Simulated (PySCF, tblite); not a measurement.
# H₂S₂: protonation

What do calculations give for the protonation of H₂S₂ (`SS`)?

Computed with tblite 0.8.0 and PySCF 2.14.0 and routines of our own; the level stands in each step. Atoms count from 0.

### 1 The starting structure

4 atoms, charge 0, multiplicity 1; geometry from: start built from the parent or by distance geometry.

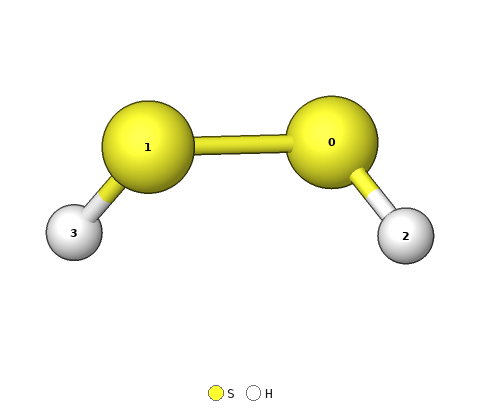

The starting geometry (sulfur yellow, hydrogen white).

### 2 Relaxing the molecule with GFN2-xTB

Job settings and geometry (Å):

```
{"job": {"kind": "relax", "xc": "GFN2-xTB", "basis": "xTB"}, "charge": 0, "multiplicity": 1}
S     -0.949100     0.465400     0.434200
S      0.952600     0.483500    -0.461100
H     -1.745200    -0.480400    -0.235000
H      1.762200    -0.458900     0.216200
```

Launch:

```console
$ OMP_NUM_THREADS=1 python redox_run.py task.json out
```

One launch serves the whole session: the jobs run in the order shown.

Output:

```text
step      E/eV     max force
  0    -204.19968    1.197
  1    -204.24741    0.934
  2    -204.31450    0.844
  3    -204.33503    0.691
  4    -204.42498    0.628
  5    -204.43329    0.336
  6    -204.43823    0.030
  7    -204.43834    0.019
  8    -204.43836    0.018
  9    -204.43845    0.019
 10    -204.43859    0.022
 11    -204.43878    0.026
 12    -204.43891    0.024
 13    -204.43896    0.019
 14    -204.43898    0.015
 15    -204.43901    0.013
 16    -204.43903    0.008
```

It took 0.09 s on 1 thread of Intel Xeon at 2.70GHz, shared host.

Along the way:

```csv
step,energy from step 0 (eV),largest force (eV/Å)
0,0.0000,1.1966
1,-0.0477,0.9345
2,-0.1148,0.8435
3,-0.1353,0.6913
4,-0.2253,0.6279
5,-0.2336,0.3363
6,-0.2386,0.0301
7,-0.2387,0.0193
8,-0.2387,0.0180
9,-0.2388,0.0186
10,-0.2389,0.0225
11,-0.2391,0.0263
12,-0.2392,0.0235
13,-0.2393,0.0188
14,-0.2393,0.0154
15,-0.2393,0.0130
16,-0.2394,0.0081
```

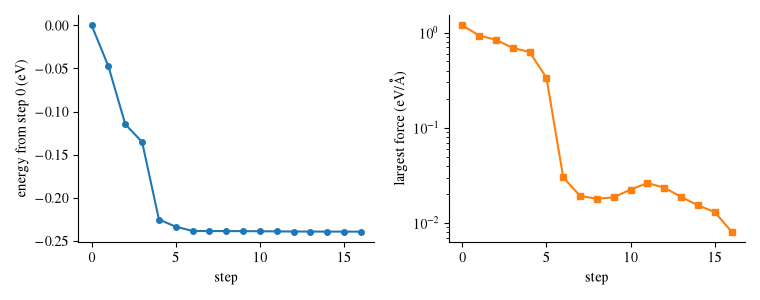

Energy and force, step by step.

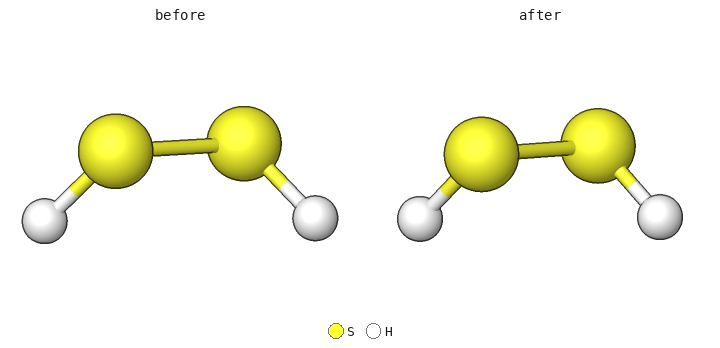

The geometry before (left) and after (right).

Distances of close pairs at the start and the end, largest changes first:

| bond | before (Å) | after (Å) | change (Å) |
| --- | --- | --- | --- |
| S1–H3 | 1.415 | 1.340 | -0.075 |
| S0–H2 | 1.406 | 1.340 | -0.066 |
| S0–S1 | 2.102 | 2.045 | -0.057 |

The next job starts from the end point, and lists it.

### 3 Infrared spectrum with GFN2-xTB

Job settings and geometry (Å):

```
{"job": {"kind": "ir", "xc": "GFN2-xTB", "basis": "xTB"}, "charge": 0, "multiplicity": 1}
S     -0.883084     0.439504     0.499110
S      0.887970     0.451638    -0.523119
H     -1.537014    -0.451706    -0.258685
H      1.552595    -0.429890     0.236985
```

Output:

```text
mode    cm-1     km/mol
  1     326.1     32.49
  2     511.1      0.90
  3     796.7      8.93
  4     818.5      6.73
  5    2342.2     95.04
  6    2349.9    118.65
ZPE 42.734  H(298)-E 54.638  G(298)-E -21.144 kJ/mol  S 254.17 J/(mol K)
```

It took 0.22 s on 1 thread of Intel Xeon at 2.70GHz, shared host.

The strongest bands and the atoms that carry them (share of the mass-weighted mode):

```
cm⁻¹  km/mol             atoms
 326    32.5  H2 48 %, H3 48 %
 511     0.9  S1 50 %, S0 50 %
 797     8.9  H2 50 %, H3 45 %
 818     6.7  H3 51 %, H2 46 %
2342    95.0  H3 56 %, H2 41 %
2350   118.7  H2 56 %, H3 41 %
```

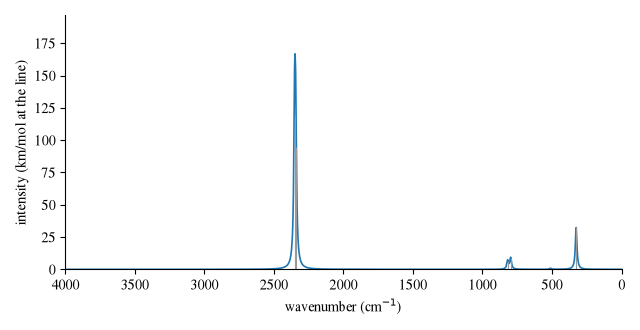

The infrared spectrum from these modes, unscaled. Lines are broadened to a width of 14 cm⁻¹ (Lorentzian).

### 4 Relaxing the molecule at PBE-D3(BJ)/def2-SVP

Job settings and geometry (Å):

```
{"job": {"xc": "PBE", "basis": "def2-SVP", "d3": "d3bj", "grid": 1, "kind": "geom"}, "charge": 0, "multiplicity": 1}
S     -0.883084     0.439504     0.499110
S      0.887970     0.451638    -0.523119
H     -1.537014    -0.451706    -0.258685
H      1.552595    -0.429890     0.236985
```

Output:

```text
step   0  E = -796.98114008  max force = 0.014587
step   1  E = -796.98266418  max force = 0.002146
step   2  E = -796.98271234  max force = 0.000164
step   3  E = -796.98271361  max force = 0.000078
optimisation converged
```

It took 5.2 s on 1 thread of Intel Xeon at 2.70GHz, shared host.

Step by step:

```csv
step,energy from step 0 (eV),largest force component (eV/Å)
0,0.0000,0.7501
1,-0.0415,0.1104
2,-0.0428,0.0084
3,-0.0428,0.0040
```

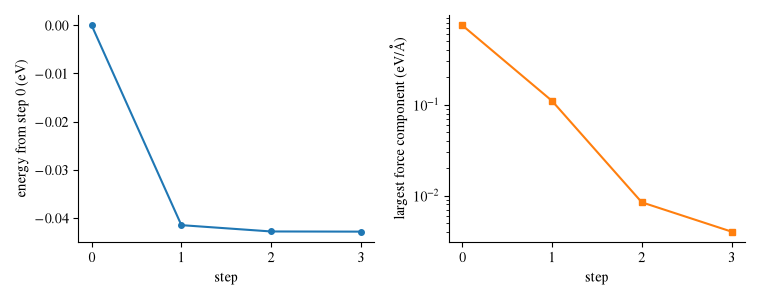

Energy and largest force along the relaxation.

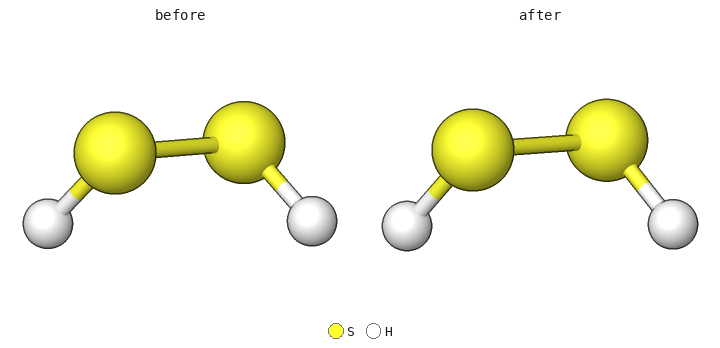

The geometry before (left) and after (right).

Distances of close pairs at the start and the end, largest changes first:

```
 bond  before (Å)  after (Å)  change (Å)
S0–S1       2.045      2.093      +0.048
S0–H2       1.340      1.370      +0.029
S1–H3       1.340      1.370      +0.029
```

The next job starts from the end point, and lists it.

| at the end point | value |
| --- | --- |
| point group (found at 0.08 Å tolerance) | C2 |
| rotational constants (GHz, main isotopes) | 141.9, 6.741, 6.738 |
| dipole moment (D) | 1.40 |

### 5 Harmonic vibrations (H2S2): PBE-D3(BJ)/def2-SVP

Job settings and geometry (Å):

```
{"job": {"xc": "PBE", "basis": "def2-SVP", "d3": "d3bj", "grid": 2, "kind": "hessian"}, "charge": 0, "multiplicity": 1}
S     -0.914699     0.466488     0.497619
S      0.914575     0.488940    -0.518316
H     -1.547271    -0.489482    -0.251782
H      1.567780    -0.455771     0.227668
```

Output:

```text
coarse grid: 4488 points
cycle   1  E = -796.8836029081  dE =  4.357e-02  |g| = 1.477e-01  |ddm| = 1.994e+00
cycle   2  E = -796.8831045324  dE =  4.984e-04  |g| = 1.597e-01  |ddm| = 5.344e-01
cycle   3  E = -796.8918508891  dE = -8.746e-03  |g| = 2.151e-02  |ddm| = 2.800e-01
cycle   4  E = -796.8919739213  dE = -1.230e-04  |g| = 9.375e-03  |ddm| = 3.816e-02
cycle   5  E = -796.8920031613  dE = -2.924e-05  |g| = 6.620e-04  |ddm| = 1.254e-02
cycle   6  E = -796.8920032989  dE = -1.376e-07  |g| = 8.705e-05  |ddm| = 8.601e-04
final grid: 34240 points
cycle   7  E = -796.9827280269  dE = -7.877e-06  |g| = 4.717e-03  |ddm| = 2.587e-02
cycle   8  E = -796.9827261514  dE =  1.875e-06  |g| = 5.155e-03  |ddm| = 1.582e-02
cycle   9  E = -796.9827343102  dE = -8.159e-06  |g| = 6.702e-04  |ddm| = 8.370e-03
cycle  10  E = -796.9827344670  dE = -1.568e-07  |g| = 3.443e-05  |ddm| = 8.964e-04
cycle  11  E = -796.9827344675  dE = -4.752e-10  |g| = 7.090e-06  |ddm| = 7.378e-05
cycle  12  E = -796.9827344675  dE = -1.432e-11  |g| = 2.650e-06  |ddm| = 1.451e-05
converged SCF energy = -796.9827344675

mode    cm-1
  1     430.5
  2     478.8
  3     850.4
  4     855.7
  5    2543.7
  6    2548.0
ZPE 46.099  H(298)-E 57.722  G(298)-E -17.719 kJ/mol  S 253.03 J/(mol K)
```

It took 15 s on 1 thread of Intel Xeon at 2.70GHz, shared host; peak memory 0.54 GiB.

Zero-point energy 46.10 kJ/mol (xTB gave 42.73).

### 6 Single point (H₂S₂): M06-2X/def2-TZVP

Geometry: PBE-D3(BJ)/def2-SVP.

Job settings and geometry (Å):

```
{"job": {"kind": "sp", "xc": "M06-2X", "basis": "def2-TZVP", "grid": 3}, "charge": 0, "multiplicity": 1}
S     -0.914699     0.466488     0.497619
S      0.914575     0.488940    -0.518316
H     -1.547271    -0.489482    -0.251782
H      1.567780    -0.455771     0.227668
```

Output:

```text
coarse grid: 17576 points
cycle   1  E = -797.5558171448  dE =  1.202e-02  |g| = 1.937e-01  |ddm| = 1.528e+00
cycle   2  E = -797.5659740663  dE = -1.016e-02  |g| = 1.006e-01  |ddm| = 2.605e-01
cycle   3  E = -797.5688861714  dE = -2.912e-03  |g| = 2.017e-02  |ddm| = 9.418e-02
cycle   4  E = -797.5689911122  dE = -1.049e-04  |g| = 4.621e-03  |ddm| = 1.721e-02
cycle   5  E = -797.5689972935  dE = -6.181e-06  |g| = 1.615e-03  |ddm| = 4.699e-03
final grid: 57376 points
cycle   6  E = -797.5680577939  dE = -4.079e-06  |g| = 1.694e-03  |ddm| = 6.378e-03
cycle   7  E = -797.5680580377  dE = -2.438e-07  |g| = 9.408e-04  |ddm| = 1.617e-03
cycle   8  E = -797.5680582331  dE = -1.955e-07  |g| = 1.872e-04  |ddm| = 7.354e-04
cycle   9  E = -797.5680582418  dE = -8.655e-09  |g| = 2.836e-05  |ddm| = 1.579e-04
converged SCF energy = -797.5680582418
```

It took 6.4 s on 1 thread of Intel Xeon at 2.70GHz, shared host.

Orbitals, density, ELF and potential are computed afterwards from the orbital file.

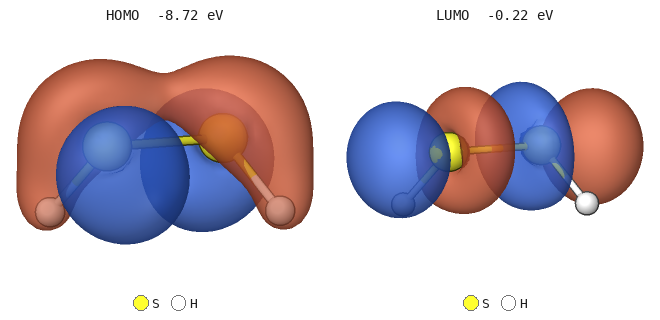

M06-2X/def2-TZVP orbitals near the gap, drawn at the value that encloses 70 % of each; the two colours are the two signs.

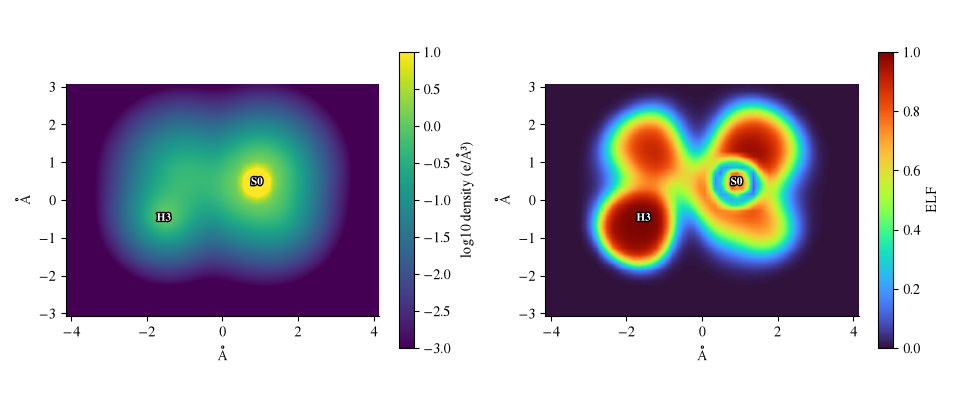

Density (left) and ELF (right) in a plane through or near 2 of the atoms.

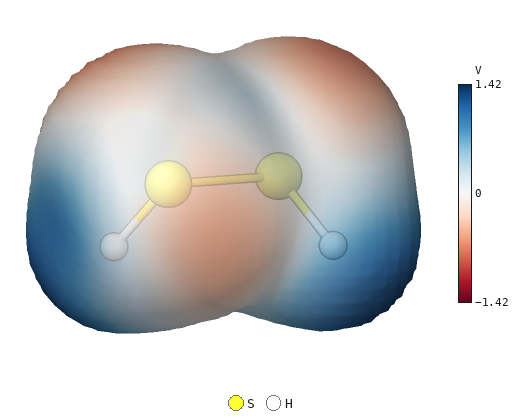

The potential that a unit positive charge feels on the 0.002 e/bohr³ surface, from the 1st to the 99th percentile, from -0.68 V near S1 to 1.42 V near H2.

### 7 Geometry optimisation with GFN2-xTB

This step treats H₃S₂+, `S[SH2+]`.

Job settings and geometry (Å):

```
{"job": {"kind": "relax", "xc": "GFN2-xTB", "basis": "xTB"}, "charge": 1, "multiplicity": 1}
S     -0.898500     0.460400     0.492300
S      0.903800     0.497600    -0.541300
H     -1.529800    -0.497100    -0.248600
H      1.565300    -0.441100     0.207100
H     -1.476900     1.638600     0.051800
```

Output:

```text
step      E/eV     max force
  0    -204.83193    0.700
  1    -204.85489    0.643
  2    -204.90635    0.613
  3    -204.92027    0.501
  4    -204.93919    0.242
  5    -204.94087    0.133
  6    -204.94227    0.142
  7    -204.94297    0.137
  8    -204.94450    0.149
  9    -204.94617    0.174
 10    -204.94780    0.133
 11    -204.94859    0.078
 12    -204.94901    0.090
 13    -204.94943    0.111
 14    -204.95025    0.130
 15    -204.95162    0.189
 16    -204.95354    0.199
 17    -204.95537    0.134
 18    -204.95652    0.096
 19    -204.95735    0.124
 20    -204.95909    0.146
 21    -204.96141    0.213
 22    -204.96208    0.211
 23    -204.96365    0.113
 24    -204.96418    0.039
 25    -204.96430    0.028
 26    -204.96435    0.028
 27    -204.96443    0.025
 28    -204.96453    0.021
 29    -204.96459    0.014
 30    -204.96461    0.010
```

Run time: 0.35 s. Hardware: 1 thread of Intel Xeon at 2.70GHz, shared host.

Relaxation path:

```
step  energy from step 0 (eV)  largest force (eV/Å)
   0                   0.0000                0.7004
   1                  -0.0230                0.6425
   2                  -0.0744                0.6128
   3                  -0.0883                0.5007
   4                  -0.1073                0.2424
   5                  -0.1089                0.1334
   6                  -0.1103                0.1421
   7                  -0.1110                0.1367
   8                  -0.1126                0.1485
   9                  -0.1142                0.1741
  10                  -0.1159                0.1333
  11                  -0.1167                0.0784
  12                  -0.1171                0.0902
  13                  -0.1175                0.1109
  14                  -0.1183                0.1301
  15                  -0.1197                0.1892
  16                  -0.1216                0.1991
  17                  -0.1234                0.1337
  18                  -0.1246                0.0957
  19                  -0.1254                0.1241
  20                  -0.1272                0.1462
  21                  -0.1295                0.2131
  22                  -0.1301                0.2108
  23                  -0.1317                0.1134
  24                  -0.1322                0.0390
  25                  -0.1324                0.0282
  26                  -0.1324                0.0282
  27                  -0.1325                0.0253
  28                  -0.1326                0.0212
  29                  -0.1327                0.0140
  30                  -0.1327                0.0103
```

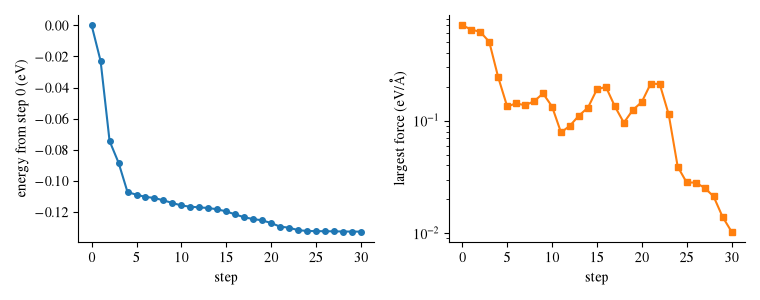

Energy and force, step by step.

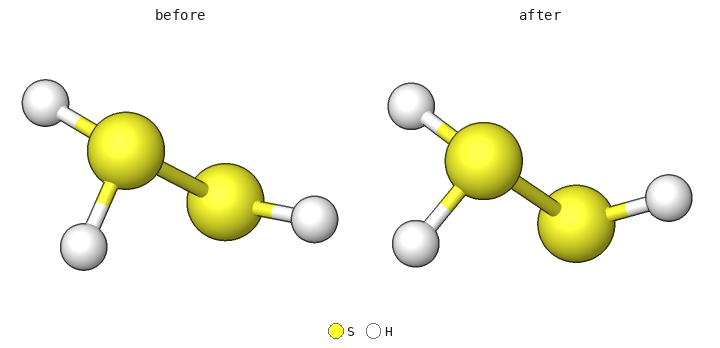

Before and after, at one scale.

Close pairs (by a distance rule), those that changed most:

```csv
bond,before (Å),after (Å),change (Å)
S1–H3,1.371,1.340,-0.031
S0–H4,1.384,1.362,-0.023
S0–H2,1.365,1.362,-0.003
S0–S1,2.078,2.081,+0.003
```

The end geometry stands in the next job.

[end of part 1 of 2]
